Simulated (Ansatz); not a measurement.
## C4H8O2Si: molecular dynamics (part 3 of 3)

Continued. System: C4H8O2Si, SMILES C[SiH2]COC=C=O. Method: RKS LDA/STO-3G (Ansatz 0.2.0). It belongs to a series of runs on one base structure; here: dynamics from the start.

Geometry of the input (Å):
```
C  0.2356  -2.0877  -1.3042
Si 1.3218  -0.8691  -0.4099
C  0.3097  0.6186  0.1516
O  -0.7455  0.1464  1.0636
C  -1.5145  1.2677  1.4908
C  -1.3039  2.5380  1.1257
O  -1.1181  3.7107  0.7953
H  -0.2032  -1.6412  -2.2062
H  -0.5869  -2.4205  -0.6573
H  0.8080  -2.9739  -1.6090
H  1.9335  -1.4857  0.7515
H  2.3664  -0.3734  -1.2868
H  -0.1458  1.1425  -0.7206
H  0.9553  1.3672  0.6671
H  -2.3342  1.0098  2.1780
```

What the program printed, continued:
```
md step   263: t =   131.50 fs  T =   661.2 K  F+E_penalty+E_count = -15945.69121065 eV  E_kin = 1.282055 eV  (31 SCF iters)
md step   264: t =   132.00 fs  T =   637.5 K  F+E_penalty+E_count = -15945.70347016 eV  E_kin = 1.236141 eV  (32 SCF iters)
md step   265: t =   132.50 fs  T =   718.0 K  F+E_penalty+E_count = -15945.75624595 eV  E_kin = 1.392047 eV  (32 SCF iters)
md step   266: t =   133.00 fs  T =   696.1 K  F+E_penalty+E_count = -15945.83781691 eV  E_kin = 1.349697 eV  (32 SCF iters)
md step   267: t =   133.50 fs  T =   695.1 K  F+E_penalty+E_count = -15945.92276674 eV  E_kin = 1.347661 eV  (31 SCF iters)
md step   268: t =   134.00 fs  T =   687.5 K  F+E_penalty+E_count = -15945.97870870 eV  E_kin = 1.333070 eV  (32 SCF iters)
md step   269: t =   134.50 fs  T =   723.2 K  F+E_penalty+E_count = -15945.99520252 eV  E_kin = 1.402160 eV  (30 SCF iters)
md step   270: t =   135.00 fs  T =   746.0 K  F+E_penalty+E_count = -15945.98375137 eV  E_kin = 1.446387 eV  (30 SCF iters)
md step   271: t =   135.50 fs  T =   779.6 K  F+E_penalty+E_count = -15945.94683387 eV  E_kin = 1.511557 eV  (31 SCF iters)
these checks for a lower state are left out or cut short: starts, cluster_reference, orbital_swaps, neighbouring_geometries, increment
698 factors; integrals over basis functions are off by at most 1.9e-5 eV
mean field -15945.88547492 eV, -586.0004826938 hartree, gradient 1.2e-5 eV, S^2 0.000000; 0 other end points of the search recorded, 0 dependent functions left out
the calculation of the forces begins
reference -15945.88550016 eV, -586.0004836217 hartree; 31, 31 occupied and 16, 16 virtual orbitals, 698 factors
698 factors; integrals over basis functions are off by at most 1.9e-5 eV
mean field evaluation 2176: about -15945.8855 eV, gradient 1.8e-4 eV
mean field -15945.88547492 eV, -586.0004826938 hartree, gradient 1.2e-5 eV, S^2 0.000000; 1 other end points of the search recorded, 0 dependent functions left out
the calculation of the forces begins
reference -15945.88550016 eV, -586.0004836217 hartree; 31, 31 occupied and 16, 16 virtual orbitals, 698 factors
md step   272: t =   136.00 fs  T =   732.6 K  F+E_penalty+E_count = -15945.88547492 eV  E_kin = 1.420494 eV  (27 SCF iters)
```

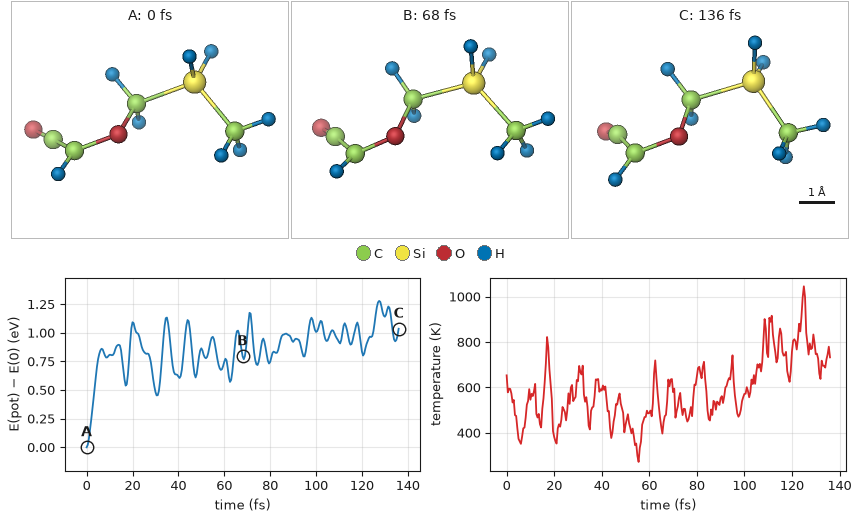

Fig. 1: Frames of the molecular dynamics (ball-and-stick, seen at a tilt) above the curves, on which the letters mark them. The trajectory kept here has 273 frames over 136 fs. The temperature starts at 653 K, ranges from 272 to 1046 K and averages 663 K over the second half. The potential energy ends 1.036 eV above its first value. After an unweighted best fit of the last frame on the first, the root-mean-square displacement is 0.32 Å.

```
Total energy: -15945.88550016 eV, -586.0004836217 hartree
Atom 0 at    -0.258278    -1.881932    -1.387786 Å, force    -2.421358    -3.744367     2.647045 eV/Å
Atom 1 at     0.991504    -0.946908    -0.447761 Å, force     0.007963     0.620889     1.805366 eV/Å
Atom 2 at     0.082208     0.343424     0.619363 Å, force     1.013722     0.035508    -2.258737 eV/Å
Atom 3 at    -1.123762    -0.166266     1.192996 Å, force    -1.571765     0.149007     2.525627 eV/Å
Atom 4 at    -1.817998     1.027611     1.664890 Å, force    -0.389461    -1.377540     0.201426 eV/Å
Atom 5 at    -1.286352     2.242168     1.442907 Å, force    -0.967921     0.441347    -0.397775 eV/Å
Atom 6 at    -1.149476     3.361232     0.942270 Å, force     0.526854     0.328602     0.364135 eV/Å
Atom 7 at    -0.869442    -1.255132    -2.029339 Å, force    -0.053950     0.105999    -0.528856 eV/Å
Atom 8 at    -1.010120    -2.514154    -0.687638 Å, force     1.629469     2.417116    -1.250900 eV/Å
Atom 9 at     0.155283    -2.769220    -1.868918 Å, force     0.548948     0.353539    -1.186623 eV/Å
Atom 10 at     1.987254    -1.604995     0.391555 Å, force    -0.398172    -0.456847    -0.228156 eV/Å
Atom 11 at     1.729681    -0.142988    -1.329608 Å, force     0.714957     0.684100    -0.936629 eV/Å
Atom 12 at    -0.337851     1.039895    -0.140233 Å, force     0.967896     0.736016    -0.158342 eV/Å
Atom 13 at     0.803758     0.886464     1.296344 Å, force    -0.707735    -0.171441    -0.029597 eV/Å
Atom 14 at    -2.760958     0.906683     2.279443 Å, force     1.100552    -0.121926    -0.567985 eV/Å
Dipole moment:     0.116245    -0.224627    -0.080596 e Å
```

Trajectory as extended XYZ (Å, eV, eV/Å), 7 of the 273 frames kept, from step=0 to step=272:
```
15
Properties=species:S:1:pos:R:3:forces:R:3 step=0 time_fs=0.0 energy=-15946.92148 temperature=653.3
C     0.2356   -2.0877   -1.3042   -0.0003  -0.0056  -0.0029
Si    1.3218   -0.8691   -0.4099   -0.0039  -0.0003  -0.0051
C     0.3097    0.6186    0.1516   -0.0130  -0.0020   0.0081
O    -0.7455    0.1464    1.0636    0.0086  -0.0062  -0.0097
C    -1.5145    1.2677    1.4908   -0.0046   0.0011   0.0043
C    -1.3039    2.5380    1.1257    0.0014   0.0071   0.0017
O    -1.1181    3.7107    0.7953   -0.0028  -0.0059  -0.0007
H    -0.2032   -1.6412   -2.2062    0.0015   0.0039   0.0021
H    -0.5869   -2.4205   -0.6573    0.0013   0.0025   0.0008
H     0.8080   -2.9739   -1.6090   -0.0020  -0.0004   0.0012
H     1.9335   -1.4857    0.7515    0.0020  -0.0014   0.0059
H     2.3664   -0.3734   -1.2868    0.0013   0.0046  -0.0012
H    -0.1458    1.1425   -0.7206    0.0021  -0.0013   0.0015
H     0.9553    1.3672    0.6671    0.0034  -0.0001  -0.0014
H    -2.3342    1.0098    2.1780    0.0050   0.0042  -0.0047
15
Properties=species:S:1:pos:R:3:forces:R:3 step=45 time_fs=22.5 energy=-15945.93004 temperature=427.3
C     0.1757   -1.9956   -1.3489    1.0594  -2.4718   3.3303
Si    1.3582   -0.8619   -0.3463   -3.1447   1.2184  -0.3144
C     0.2894    0.7148    0.3204    0.8695  -2.7655  -3.8545
O    -0.8088    0.1923    1.0843    0.2705  -1.2966   0.7768
C    -1.6876    1.2406    1.3370    0.1965   3.9404  -0.3596
C    -1.3439    2.5541    1.0944   -0.8302  -4.1095   0.8802
O    -1.0299    3.6682    0.7534    0.4955   2.4441  -0.6476
H    -0.4271   -1.5601   -2.1257   -0.1895   0.4234  -0.6891
H    -0.4691   -2.6466   -0.6640    0.1811   1.7414  -0.5488
H     0.8180   -2.8298   -1.6733    0.1750   0.4490  -1.2166
H     1.8668   -1.3900    0.8814    0.2176  -0.6612   0.2672
H     2.4541   -0.5043   -1.2069    0.2381   0.3719  -0.0935
H    -0.1345    1.2752   -0.5696    0.6599  -0.0339   0.6794
H     1.0752    1.2531    0.8095    0.4134   1.5894   1.3883
H    -2.6258    1.1087    1.8542   -0.6122  -0.8393   0.4020
15
Properties=species:S:1:pos:R:3:forces:R:3 step=91 time_fs=45.5 energy=-15945.98745 temperature=476.8
C     0.2904   -1.9437   -1.3184   -1.1899  -1.7928  -1.4503
Si    1.2640   -0.8020   -0.3093    1.4492   0.7765   0.0949
C     0.2784    0.6194    0.4266    1.9207   1.7392  -0.7724
O    -0.9618    0.1910    1.0527   -0.5537   0.4977  -0.1377
C    -1.8717    1.3061    1.2612   -0.1113  -1.7627   0.1271
C    -1.4176    2.5583    1.1656    1.2487   4.0470  -1.6007
O    -0.9447    3.6790    0.7368   -1.5823  -3.6224   1.6317
H     0.0181   -1.4493   -2.2892   -0.5484  -0.6420   0.9167
H    -0.5696   -2.4164   -0.7449    0.4824   1.3735  -0.8537
H     0.8364   -2.8693   -1.6033    0.4224   0.6572   0.0371
H     1.7210   -1.6482    0.7738    0.5117   0.2911   0.1603
H     2.3604   -0.0507   -1.0823   -1.1158  -1.1776   0.9302
H     0.2164    1.4407   -0.4317   -0.4564  -1.4475   1.9574
H     1.0463    1.0151    1.2059   -1.4075   0.0693  -0.8145
H    -2.8658    0.8963    1.6148    0.9303   0.9933  -0.2261
15
Properties=species:S:1:pos:R:3:forces:R:3 step=136 time_fs=68.0 energy=-15946.12640 temperature=634.9
C     0.2583   -1.9658   -1.3708   -0.4993   0.7353  -0.8514
Si    1.1830   -0.7722   -0.2500    3.1689  -0.3238  -0.4533
C     0.2241    0.6101    0.5178   -2.5889  -0.4808  -1.5917
O    -1.1506    0.1648    1.0784    3.5775  -0.8440  -0.8702
C    -1.8903    1.3240    1.2720   -0.4014   0.0002   0.5984
C    -1.3924    2.5467    1.1295   -0.4674  -0.2605   0.2846
O    -1.0563    3.6555    0.7649    0.5324   1.6841  -0.4451
H     0.0381   -1.5408   -2.4254    0.2611  -0.5905   2.0381
H    -0.6794   -2.1545   -0.8173   -0.1414  -0.2193  -0.6277
H     0.7776   -2.9319   -1.5101    0.0203   0.3243   0.1774
H     1.9128   -1.3577    0.8871   -0.5353  -0.4320  -0.4620
H     2.3558   -0.1402   -1.0074   -1.5295  -0.4316   0.6550
H     0.0084    1.2745   -0.3467   -0.2713   0.3106   0.1444
H     0.8722    1.2022    1.1667   -0.0624   0.1727   1.0974
H    -2.7114    1.0848    1.9343   -1.0631   0.3553   0.3062
15
Properties=species:S:1:pos:R:3:forces:R:3 step=181 time_fs=90.5 energy=-15945.98760 temperature=561.7
C     0.1806   -2.0250   -1.4845    0.8505   1.2669   4.1192
Si    1.1062   -0.7844   -0.2861   -0.6231   0.9743  -3.3427
C     0.1808    0.5782    0.6244    0.1786  -1.1230  -0.4191
O    -1.1260    0.0789    1.0677   -0.0342   0.9187  -0.1653
C    -1.8539    1.2688    1.3841   -0.8240  -0.3006   1.4609
C    -1.4424    2.5393    1.1870   -0.3082  -2.0160   0.2054
O    -1.1012    3.6247    0.7577    0.2673   1.6645  -0.3413
H    -0.2403   -1.4923   -2.2491   -1.9216   1.9294  -2.6245
H    -0.5917   -2.6156   -0.9572    0.5870  -0.0253  -0.2787
H     0.9608   -2.5728   -1.9377    1.1629  -1.6594  -0.4044
H     1.6340   -1.6088    0.6726    1.2981  -1.2132   1.6797
H     2.1327    0.0284   -1.0593   -0.7600  -1.1505   0.7366
H     0.0591    1.5029    0.0279    0.1831  -0.0568  -0.2667
H     0.7765    0.8236    1.5239    0.2031   0.3670   0.1361
H    -2.5755    1.0374    2.1972   -0.2596   0.4242  -0.4953
15
Properties=species:S:1:pos:R:3:forces:R:3 step=227 time_fs=113.5 energy=-15945.89818 temperature=710.5
C    -0.0099   -1.9603   -1.4517   -1.0646   1.8635  -1.4026
Si    0.9518   -0.8403   -0.3814   -1.9243  -0.8487   2.0608
C     0.0438    0.4932    0.6507    3.3136  -0.5202  -0.9646
O    -1.1684   -0.0821    1.1435   -1.5043   2.1077   1.5543
C    -1.8948    1.1324    1.5744   -1.0598  -1.3072   0.3836
C    -1.4381    2.3893    1.3442   -0.2358   0.8549  -0.9254
O    -1.1256    3.5178    0.8837   -0.4563  -1.6036   1.1856
H    -0.7840   -1.3889   -2.0170    0.6707  -0.6688  -0.1747
H    -0.5297   -2.6515   -0.8551   -1.0720  -1.3724   1.2083
H     0.6552   -2.5325   -2.0901    0.1670   0.0120  -0.5985
H     1.3536   -1.8154    0.5924    0.9741   0.1753   0.4275
H     1.8935   -0.2416   -1.1573    2.2610   1.2065  -1.1935
H    -0.1851    1.4279    0.1007    0.1961  -0.0805  -0.5760
H     0.8402    0.8142    1.4354   -1.4642  -0.4300  -0.4938
H    -2.8820    0.8833    2.0827    1.1988   0.6115  -0.4911
15
Properties=species:S:1:pos:R:3:forces:R:3 step=272 time_fs=136.0 energy=-15945.88547 temperature=732.6
C    -0.2583   -1.8819   -1.3878   -2.4214  -3.7444   2.6470
Si    0.9915   -0.9469   -0.4478    0.0080   0.6209   1.8054
C     0.0822    0.3434    0.6194    1.0137   0.0355  -2.2587
O    -1.1238   -0.1663    1.1930   -1.5718   0.1490   2.5256
C    -1.8180    1.0276    1.6649   -0.3895  -1.3775   0.2014
C    -1.2864    2.2422    1.4429   -0.9679   0.4413  -0.3978
O    -1.1495    3.3612    0.9423    0.5269   0.3286   0.3641
H    -0.8694   -1.2551   -2.0293   -0.0540   0.1060  -0.5289
H    -1.0101   -2.5142   -0.6876    1.6295   2.4171  -1.2509
H     0.1553   -2.7692   -1.8689    0.5489   0.3535  -1.1866
H     1.9873   -1.6050    0.3916   -0.3982  -0.4568  -0.2282
H     1.7297   -0.1430   -1.3296    0.7150   0.6841  -0.9366
H    -0.3379    1.0399   -0.1402    0.9679   0.7360  -0.1583
H     0.8038    0.8865    1.2963   -0.7077  -0.1714  -0.0296
H    -2.7610    0.9067    2.2794    1.1006  -0.1219  -0.5680
```
